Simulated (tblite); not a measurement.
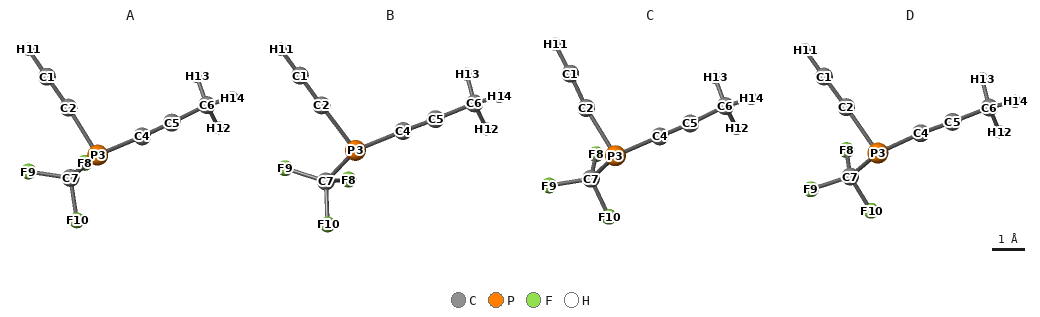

4 geometries from one relaxation of C$_{6}$H$_{4}$F$_{3}$P, in shuffled order. Style: ball-and-stick. Shown at a tilt.

Computed with GFN2-xTB geometry optimisation, gas phase in tblite. 

Q: Order the frames from highest to lowest energy.

A: B, A, C, D. They are steps 0, 57, 69, 133, at +0.988 eV, +0.070 eV, +0.047 eV relative to the last. The energy falls by 0.988 eV in 133 geometry steps. The atom that moves furthest after the best rigid fit is F8 (1.18 Å). Largest moves by element: F 1.18 Å, H 0.52 Å, P 0.35 Å, C 0.33 Å. Some distances before and after: C2–P3 1.843 → 1.767 Å, C7–F10 1.413 → 1.343 Å, P3–C7 1.843 → 1.904 Å, P3–C4 1.818 → 1.760 Å. Among the angles between lasting bonds that change: C2–P3–C7 106.6° → 93.6°, C2–P3–C4 109.6° → 98.5°, P3–C7–F8 107.1° → 114.5°. Groups turn about P3–C7 by about 55°.
